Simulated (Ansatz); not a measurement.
**CCl3F (trichlorofluoromethane): levels of theory compared**

Aim: a comparison of 6 runs (HF/3-21G, BLYP/6-31G*, PBE-QIDH/6-31G*, B3LYP/6-31G*, BCCD(T)/6-31G*, CCSD(T)/6-31G*) of CCl3F (trichlorofluoromethane). 

Program for the calculation: Ansatz 0.2.0.

51 further runs of the same task are left out: 2 that didn't finish, 49 set aside as unsound or not needed. Runs told in other sessions of the task aren't counted.

## Step 1: Starting point

CCl3F: 5 atoms, total charge 0, spin state singlet. SMILES: `FC(Cl)(Cl)Cl`. One bond was lengthened or shortened from a relaxed shape.

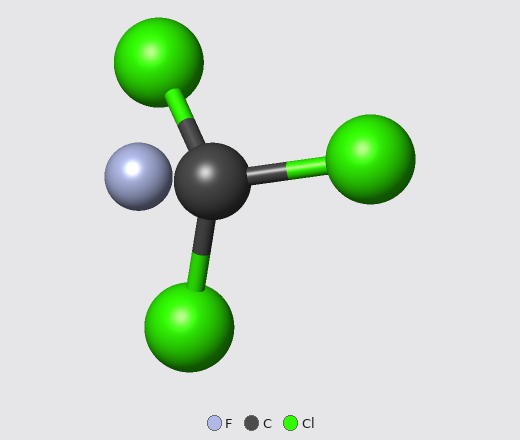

Viewed from a chosen angle; fluorine light blue, carbon dark grey, chlorine green.

## Step 2: The energy at HF/3-21G (run 1)

File run.yaml:

```yaml
crystal:
  periodic: [false, false, false]
  atoms:
    - {symbol: F, position_ang: [1.041987, -0.937831, 0.774004]}
    - {symbol: C, position_ang: [0.044670, -0.040210, 0.033190]}
    - {symbol: Cl, position_ang: [-1.384510, 0.157610, 1.040990]}
    - {symbol: Cl, position_ang: [-0.379970, -0.814480, -1.489160]}
    - {symbol: Cl, position_ang: [0.807920, 1.517810, -0.262390]}
basis:
  gaussian: {orbitals: 3-21G.json}
accuracy: high
output: {orbitals: {seedname: orbitals}}
hamiltonian: {xc: hf}
```

The basis set 3-21G is read from a file made from the Basis Set Exchange's data (not shown).

The run is started by

```sh
$ ansatz run run.yaml --threads 1 --pin off --max-ram 3480MiB --events-out events.jsonl --progress --plain --runs-dir runs
```

The program printed:

```text
Warning: RAYON_NUM_THREADS=1 ignored (pool sized by the plan → 1); use --threads N
Functional definition: HF
  name "HF"
  exchange = exact_x
  correlation = 0
1282 factors; integrals over basis functions are off by at most 4.1e-9 eV
mean field evaluation 1: about -41038.1800 eV, gradient 4.4e1 eV
mean field evaluation 2: about -41038.5426 eV, gradient 4.4e1 eV
mean field evaluation 4: about -41044.4254 eV, gradient 3.2e0 eV
mean field evaluation 8: about -41044.4793 eV, gradient 2.9e-1 eV
mean field evaluation 16: about -41044.4798 eV, gradient 4.4e-7 eV
mean field -41044.47980541 eV, -1508.3568119011 hartree, gradient 3.1e-8 eV, S^2 0.000000; 0 other end points of the search recorded, 0 dependent functions left out
reference -41044.47980541 eV, -1508.3568119011 hartree; 33, 33 occupied and 24, 24 virtual orbitals, 1282 factors
Total energy: -41044.47980541 eV, -1508.3568119011 hartree
```

It took 0.95 s on 1 thread of Arm Neoverse V2, shared host; peak memory 0.14 GiB.

## Step 3: A single-point energy at BLYP/6-31G(d) (spherical functions) (run 2)

File molecule.yaml:

```yaml
crystal:
  periodic: [false, false, false]
  atoms:
    - {symbol: F, position_ang: [1.041987, -0.937831, 0.774004]}
    - {symbol: C, position_ang: [0.044670, -0.040210, 0.033190]}
    - {symbol: Cl, position_ang: [-1.384510, 0.157610, 1.040990]}
    - {symbol: Cl, position_ang: [-0.379970, -0.814480, -1.489160]}
    - {symbol: Cl, position_ang: [0.807920, 1.517810, -0.262390]}
basis:
  gaussian:
    orbitals: 6-31G_st_-spherical.json
hamiltonian:
  xc: {name: BLYP}
accuracy: high
output:
  orbitals: {seedname: orbitals}
```

The basis set 6-31G* is read from a file made from the Basis Set Exchange's data (not shown).

The run is started by

```sh
$ ansatz run molecule.yaml --threads 1 --pin off --max-ram 3480MiB --events-out events.jsonl --progress --plain --runs-dir runs
```

The program printed:

```text
Warning: RAYON_NUM_THREADS=1 ignored (pool sized by the plan → 1); use --threads N
Functional definition: BLYP
  name "BLYP"
  parameter beta = 0.0042
  parameter a = 0.04918
  parameter b = 0.132
  parameter c = 0.2533
  parameter d = 0.349
  exchange = b88_x(beta = beta)
  correlation = lyp_c(a = a, b = b, c = c, d = d)
1770 factors; integrals over basis functions are off by at most 3.7e-9 eV
mean field evaluation 1: about -41316.7652 eV, gradient 2.7e1 eV
mean field evaluation 2: about -41310.1492 eV, gradient 7.0e1 eV
mean field evaluation 4: about -41317.9405 eV, gradient 1.5e0 eV
mean field evaluation 8: about -41317.9324 eV, gradient 5.3e-2 eV
mean field evaluation 16: about -41317.9324 eV, gradient 1.5e-5 eV
mean field -41317.93244288 eV, -1518.4060109753 hartree, gradient 2.4e-8 eV, S^2 0.000000; 0 other end points of the search recorded, 0 dependent functions left out
reference -41317.93248999 eV, -1518.4060127067 hartree; 33, 33 occupied and 49, 49 virtual orbitals, 1770 factors
Total energy: -41317.93248999 eV, -1518.4060127067 hartree
```

Wall time 6 s (1 thread of Arm Neoverse V2, shared host); peak memory 0.2 GiB.

## Step 4: The energy at PBE-QIDH/6-31G(d) (spherical functions) (run 3)

File in.yaml:

```yaml
crystal:
  periodic: [false, false, false]
  atoms:
    - {symbol: F, position_ang: [1.041987, -0.937831, 0.774004]}
    - {symbol: C, position_ang: [0.044670, -0.040210, 0.033190]}
    - {symbol: Cl, position_ang: [-1.384510, 0.157610, 1.040990]}
    - {symbol: Cl, position_ang: [-0.379970, -0.814480, -1.489160]}
    - {symbol: Cl, position_ang: [0.807920, 1.517810, -0.262390]}
basis:
  gaussian:
    orbitals: 6-31G_st_-spherical.json
hamiltonian:
  xc: {name: PBE-QIDH}
correlation:
  frozen_orbitals: {C: 1, Cl: 5, F: 1}
accuracy: high
output: {orbitals: {seedname: orbitals}}
```

The basis set 6-31G* is read from a file made from the Basis Set Exchange's data (not shown).

The run is started by

```sh
$ ansatz run in.yaml --threads 1 --pin off --max-ram 3480MiB --events-out events.jsonl --progress --plain --runs-dir runs
```

The program printed (excerpt; [...] marks lines left out):

```text
Warning: RAYON_NUM_THREADS=1 ignored (pool sized by the plan → 1); use --threads N
Functional definition: PBE-QIDH
  name "PBE-QIDH"
[...]
1770 factors; integrals over basis functions are off by at most 3.7e-9 eV
[...]
mean field -41285.46867300 eV, -1517.2129894369 hartree, gradient 1.7e-8 eV, S^2 0.000000; 0 other end points of the search recorded, 0 dependent functions left out
17 core orbitals not correlated: weight in the atoms' cores, before any rotation towards them, 1.000 or more for the frozen orbitals, at most 0.000 for the correlated occupied ones
reference -41285.46867374 eV, -1517.2129894641 hartree; 16, 16 occupied and 49, 49 virtual orbitals, 1770 factors
second order -21.68406176 eV of doubles, -0.00000000 eV of singles
Total energy: -41292.69669432 eV, -1517.4786143213 hartree
```

It took 14 s on 1 thread of Arm Neoverse V2, shared host; peak memory 0.29 GiB.

Runs 4 to 5 aren't shown in full; the table further down has their settings and results.

## Step 5: A single-point energy at CCSD(T)/6-31G(d) (spherical functions) (run 6)

File job.yaml:

```yaml
crystal:
  periodic: [false, false, false]
  atoms:
    - symbol: F
      position_ang: [1.041987, -0.937831, 0.774004]
    - symbol: C
      position_ang: [0.044670, -0.040210, 0.033190]
    - symbol: Cl
      position_ang: [-1.384510, 0.157610, 1.040990]
    - symbol: Cl
      position_ang: [-0.379970, -0.814480, -1.489160]
    - symbol: Cl
      position_ang: [0.807920, 1.517810, -0.262390]
basis:
  gaussian:
    orbitals: 6-31G_st_-spherical.json
scf:
  omitted_lower_state_checks: [cluster_reference, increment]
accuracy: high
correlation:
  method: ccsd_t
  frozen_orbitals: {C: 1, Cl: 5, F: 1}
```

The basis set 6-31G* is read from a file made from the Basis Set Exchange's data (not shown).

The run is started by

```sh
$ ansatz run job.yaml --threads 1 --pin off --max-ram 3480MiB --events-out events.jsonl --progress --plain --runs-dir runs
```

The program printed (excerpt; [...] marks lines left out):

```text
Warning: RAYON_NUM_THREADS=1 ignored (pool sized by the plan → 1); use --threads N
[... 2 set-up lines as earlier in the session ...]
[...]
1770 factors; integrals over basis functions are off by at most 3.7e-9 eV
[...]
mean field -41243.71007377 eV, -1515.6783892203 hartree, gradient 2.0e-8 eV, S^2 0.000000; 0 other end points of the search recorded, 0 dependent functions left out
17 core orbitals not correlated: weight in the atoms' cores, before any rotation towards them, 1.000 or more for the frozen orbitals, at most 0.000 for the correlated occupied ones
reference -41243.71007377 eV, -1515.6783892203 hartree; 16, 16 occupied and 49, 49 virtual orbitals, 1770 factors
second order -19.06436033 eV of doubles, -0.00000000 eV of singles
cycle   1  -19.44143253 eV  change   -3.8e-1 eV  update   1.1e-1
[...]
cycle  20  -20.02604876 eV  change    1.7e-9 eV  update   3.7e-9
perturbative correction -0.61663540 eV, -0.0226609331 hartree
Total energy: -41264.35275793 eV, -1516.4369938712 hartree
Checks for a lower state left out: cluster_reference, increment
```

Run time: 9.9 s. Hardware: 1 thread of Arm Neoverse V2, shared host; peak memory 0.34 GiB.

## Step 6: All runs side by side

| run | level | frozen core orbitals | Cartesian functions | energy (Eh) | HOMO energy (eV) | LUMO energy (eV) | HOMO–LUMO gap (eV) | wall time |
| --- | --- | --- | --- | --- | --- | --- | --- | --- |
| 1 | HF/3-21G | – | no | -1508.356812 | -13.16 | 2.40 | 15.56 | 0.95 s |
| 2 | BLYP/6-31G* (spherical functions) | – | no | -1518.406013 | -7.53 | -2.27 | 5.27 | 6 s |
| 3 | PBE-QIDH/6-31G* (spherical functions) | 17 | no | -1517.478614 | -11.67 | 0.74 | 12.42 | 14 s |
| 4 | B3LYP/6-31G* (Cartesian functions) | – | yes | -1518.487128 | -8.94 | -1.64 | 7.30 | 9.3 s |
| 5 | BCCD(T)/6-31G* (spherical functions) | 17 | no | -1516.437422 | – | – | – | 12 s |
| 6 | CCSD(T)/6-31G* (spherical functions) | 17 | no | -1516.436994 | – | – | – | 9.9 s |

## Step 7: Results

```
                                           quantity           value
                                run 6: total energy  -1516.43699 Eh
run 6: correlation energy (17 core orbitals frozen)      -758.6 mEh
                              run 6: (T) correction      -22.66 mEh
                               run 6: T1 diagnostic           0.011
```

Over runs 1, 2, 3, 4 the HOMO–LUMO gap runs from 5.27 eV (BLYP/6-31G*) to 15.56 eV (HF/3-21G). The two ends differ in method and basis. Totals of different functionals can't be ranked against each other. All runs together took 52 s, the longest 14 s.
